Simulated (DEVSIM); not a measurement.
Structure: Ti/SiO2/n-Si capacitor, at 300 K.

```tsv
layer (left to right)	material	thickness (nm)	Nd (cm⁻³)
1	SiO2	19.0	-
2	Si	16000	1.3e15
```

Metal gate on the left, work function 4.33 eV. Fixed charge at the semiconductor interface 1.29e12 cm⁻² (in units of +e); interface traps 2.6e12 cm⁻² eV⁻¹, uniform in energy, neutral level at 0.3 of the gap above the valence band.

The device is made up for the run: typed textbook-type constants, with dimensions and the other settings drawn at random. Values at 300 K.

| parameter | SiO2 | Si |
|---|---|---|
| gap (eV) | 9 | 1.124 |
| affinity (eV) | 0.9 | 4.05 |
| permittivity | 3.9 | 11.7 |
| Nc (cm⁻³) | - | 2.86e19 |
| Nv (cm⁻³) | - | 3.1e19 |

Model (solved in DEVSIM): 1D Poisson equation in equilibrium, Boltzmann statistics, complete ionisation; no quantum confinement or tunnelling. Metal contacts follow the ideal Schottky-Mott rule: no Fermi-level pinning, no interface dipoles.

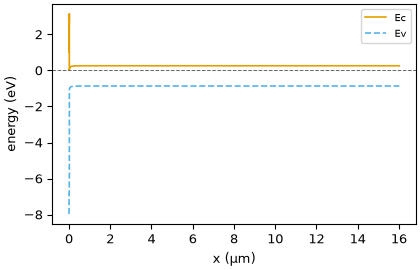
Band edges at 2.4 V on the gate

Energies count from the Fermi level of the right contact; mesh points crowd at the junctions.

| x (μm) | Ec (eV) | Ev (eV) | n (cm⁻³) | p (cm⁻³) | field (V/cm) |
|---|---|---|---|---|---|
| 0.000 | 1.030 | -7.970 | < 1e2 | < 1e2 | 1100000 |
| 0.001812 | 1.235 | -7.765 | < 1e2 | < 1e2 | 1100000 |
| 0.006098 | 1.720 | -7.280 | < 1e2 | < 1e2 | 1100000 |
| 0.01359 | 2.569 | -6.431 | < 1e2 | < 1e2 | 1100000 |
| 0.01815 | 3.084 | -5.916 | < 1e2 | < 1e2 | 1100000 |
| 0.01958 | 0.043 | -1.081 | 5.4e18 | < 1e2 | 210000 |
| 0.02250 | 0.083 | -1.041 | 1.1e18 | 100 | 95000 |
| 0.03472 | 0.144 | -0.980 | 1.1e17 | 1100 | 29000 |
| 0.06296 | 0.191 | -0.933 | 1.8e16 | 6500 | 10000 |
| 0.1384 | 0.232 | -0.892 | 3.7e15 | 32000 | 2900 |
| 0.3401 | 0.255 | -0.869 | 1.5e15 | 77000 | 360 |
| 1.186 | 0.258 | -0.866 | 1.3e15 | 89000 | ≈ 0 |
| 3.141 | 0.258 | -0.866 | 1.3e15 | 89000 | ≈ 0 |
| 8.286 | 0.258 | -0.866 | 1.3e15 | 89000 | ≈ 0 |
| 13.96 | 0.258 | -0.866 | 1.3e15 | 89000 | ≈ 0 |
| 15.25 | 0.258 | -0.866 | 1.3e15 | 89000 | ≈ 0 |
| 15.72 | 0.258 | -0.866 | 1.3e15 | 89000 | ≈ 0 |
| 15.91 | 0.258 | -0.866 | 1.3e15 | 89000 | ≈ 0 |
| 15.99 | 0.258 | -0.866 | 1.3e15 | 89000 | ≈ 0 |
| 16.01 | 0.258 | -0.866 | 1.3e15 | 89000 | ≈ 0 |
| 16.02 | 0.258 | -0.866 | 1.3e15 | 89000 | ≈ 0 |
| 16.02 | 0.258 | -0.866 | 1.3e15 | 89000 | ≈ 0 |
